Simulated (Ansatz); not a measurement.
**triplet SiH4S at 6 levels**

We compute a comparison of 6 runs (UHF/STO-3G, U-revPBE/STO-3G, UCAM-B3LYP/STO-3G, UPBE0/STO-3G, UMP2/STO-3G, UCCSDTQ/STO-3G) of triplet SiH4S. 

The results are computed with Ansatz 0.2.0.

45 further runs of the same task are left out: 1 that didn't finish, 44 set aside as unsound or not needed.

**1. Starting point**

SiH4S: 6 atoms, total charge 0, spin state triplet. SMILES of the parent species: `[SiH3]S`. Geometry: relaxed at PBE0-D4/def2-TZVP. That shape belongs to the parent species and isn't relaxed for this state.

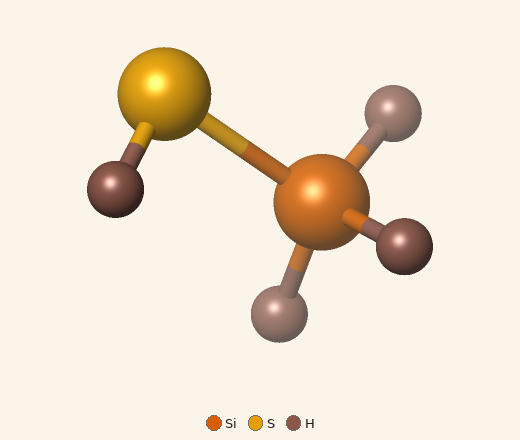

Viewed from a chosen angle; silicon orange, sulfur amber, hydrogen brown.

**2. A single-point energy at UHF/STO-3G (run 1)**

Contents of run.yaml:

```yaml
crystal:
  periodic: [false, false, false]
  atoms:
    - {symbol: Si, position_ang: [-0.169800, -0.263400, -0.436000]}
    - {symbol: S, position_ang: [0.907300, -0.012600, 1.392800]}
    - {symbol: H, position_ang: [-1.629800, -0.074300, -0.241600]}
    - {symbol: H, position_ang: [0.108600, -1.658300, -0.852500]}
    - {symbol: H, position_ang: [0.299800, 0.681200, -1.481100]}
    - {symbol: H, position_ang: [0.526100, 1.263300, 1.572300]}
basis:
  gaussian:
    orbitals: STO-3G
magnetization:
  spin_polarized: true
  initial_magnetization: 2
hamiltonian:
  xc: hf
accuracy: high
```

On the command line:

```bash
$ ansatz run run.yaml --threads 1 --pin off --max-ram 2610MiB --events-out events.jsonl --progress --plain --runs-dir runs
```

Output:

```text
Warning: RAYON_NUM_THREADS=1 ignored (pool sized by the plan → 1); use --threads N
Functional definition: HF
  name "HF"
  exchange = exact_x
  correlation = 0
388 factors; integrals over basis functions are off by at most 1.9e-8 eV
mean field evaluation 1: about -18525.5354 eV, gradient 6.7e0 eV
mean field evaluation 2: about -18525.6138 eV, gradient 6.6e0 eV
mean field evaluation 4: about -18526.5583 eV, gradient 1.2e0 eV
mean field evaluation 8: about -18526.6657 eV, gradient 6.6e-3 eV
mean field evaluation 16: about -18515.3536 eV, gradient 2.0e1 eV
mean field -18526.66418452 eV, -680.8423509572 hartree, gradient 1.1e-8 eV, S^2 2.008706; 0 other end points of the search recorded, 0 dependent functions left out
reference -18526.66418452 eV, -680.8423509572 hartree; 18, 16 occupied and 4, 6 virtual orbitals, 388 factors
Total energy: -18526.66418452 eV, -680.8423509572 hartree
```

Wall time 0.14 s (1 thread of Arm Neoverse V2, shared host).

**3. A single-point energy at U-revPBE/STO-3G (run 2)**

Contents of molecule.yaml:

```yaml
crystal:
  periodic: [false, false, false]
  atoms:
    - {symbol: Si, position_ang: [-0.169800, -0.263400, -0.436000]}
    - {symbol: S, position_ang: [0.907300, -0.012600, 1.392800]}
    - {symbol: H, position_ang: [-1.629800, -0.074300, -0.241600]}
    - {symbol: H, position_ang: [0.108600, -1.658300, -0.852500]}
    - {symbol: H, position_ang: [0.299800, 0.681200, -1.481100]}
    - {symbol: H, position_ang: [0.526100, 1.263300, 1.572300]}
basis:
  gaussian:
    orbitals: STO-3G
magnetization:
  spin_polarized: true
  initial_magnetization: 2
hamiltonian:
  xc: {name: revPBE}
accuracy: high
```

On the command line:

```bash
$ ansatz run molecule.yaml --threads 1 --pin off --max-ram 2610MiB --events-out events.jsonl --progress --plain --runs-dir runs
```

Output:

```text
Warning: RAYON_NUM_THREADS=1 ignored (pool sized by the plan → 1); use --threads N
Functional definition: revPBE
  name "revPBE"
  parameter kappa = 1.245
  parameter beta = 0.06672455060314922
  exchange = pbe_x(kappa = kappa, mu = beta*pi^2/3)
  correlation = pbe_c(beta = beta)
388 factors; integrals over basis functions are off by at most 1.9e-8 eV
mean field evaluation 1: about -18554.7822 eV, gradient 1.0e1 eV
mean field evaluation 2: about -18553.8548 eV, gradient 1.3e1 eV
mean field evaluation 4: about -18555.7325 eV, gradient 2.1e0 eV
mean field evaluation 8: about -18555.7639 eV, gradient 1.2e-1 eV
mean field evaluation 16: about -18555.7641 eV, gradient 3.8e-5 eV
mean field -18555.76406455 eV, -681.9117518236 hartree, gradient 2.1e-8 eV, S^2 2.001066; 1 other end points of the search recorded, 0 dependent functions left out
reference -18555.76406683 eV, -681.9117519073 hartree; 18, 16 occupied and 4, 6 virtual orbitals, 388 factors
Total energy: -18555.76406683 eV, -681.9117519073 hartree
```

It took 2 s on 1 thread of Arm Neoverse V2, shared host; peak memory 0.14 GiB.

Runs 3 to 5 aren't shown in full; the table further down has their settings and results.

**4. The energy at UCCSDTQ/STO-3G (run 6)**

Contents of job.yaml:

```yaml
crystal:
  periodic: [false, false, false]
  atoms:
    - {symbol: Si, position_ang: [-0.169800, -0.263400, -0.436000]}
    - {symbol: S, position_ang: [0.907300, -0.012600, 1.392800]}
    - {symbol: H, position_ang: [-1.629800, -0.074300, -0.241600]}
    - {symbol: H, position_ang: [0.108600, -1.658300, -0.852500]}
    - {symbol: H, position_ang: [0.299800, 0.681200, -1.481100]}
    - {symbol: H, position_ang: [0.526100, 1.263300, 1.572300]}
basis:
  gaussian: {orbitals: STO-3G}
magnetization: {spin_polarized: true, initial_magnetization: 2}
correlation: {method: ccsdtq, frozen_orbitals: {H: 0, S: 5, Si: 5}}
accuracy: high
scf: {omitted_lower_state_checks: [cluster_reference, increment]}
```

On the command line:

```bash
$ ansatz run job.yaml --threads 1 --pin off --max-ram 2610MiB --events-out events.jsonl --progress --plain --runs-dir runs
```

Output:

```text
Warning: RAYON_NUM_THREADS=1 ignored (pool sized by the plan → 1); use --threads N
[... 12 lines left out ...]
10 core orbitals not correlated: weight in the atoms' cores, before any rotation towards them, 1.000 or more for the frozen orbitals, at most 0.000 for the correlated occupied ones
[... 34 lines left out ...]
Total energy: -18528.89061394 eV, -680.9241707292 hartree
Checks for a lower state left out: cluster_reference, increment
```

Wall time 31 s (1 thread of Arm Neoverse V2, shared host); peak memory 0.31 GiB.

**5. Overview of the runs**

```
run              level  frozen core orbitals  energy (Eh)   ⟨S²⟩  wall time
  1         UHF/STO-3G                     –  -680.842351  2.009     0.14 s
  2    U-revPBE/STO-3G                     –  -681.911752  2.001        2 s
  3  UCAM-B3LYP/STO-3G                     –  -682.004037  2.003      2.5 s
  4       UPBE0/STO-3G                     –  -681.792720  2.002      2.2 s
  5        UMP2/STO-3G                    10  -680.894984  2.009     0.16 s
  6     UCCSDTQ/STO-3G                    10  -680.924171  2.009       31 s
```

**6. Outcome**

| quantity | value |
| --- | --- |
| run 6: total energy | -680.92417 Eh |
| run 6: correlation energy (10 core orbitals frozen) | -81.8 mEh |
| run 6: ⟨S²⟩ of the reference determinant | 2.009 |
| run 6: T1 diagnostic | 0.013 |

**Reading.** Below the UHF energy at the same shape and in the same basis (STO-3G): UMP2 -52.6 mEh; UCCSDTQ -81.8 mEh. Totals of different functionals can't be ranked against each other. In runs 1, 2, 3, 4, 5, 6 the basis is minimal, so the values are rough. All runs together took 38 s, the longest 31 s.
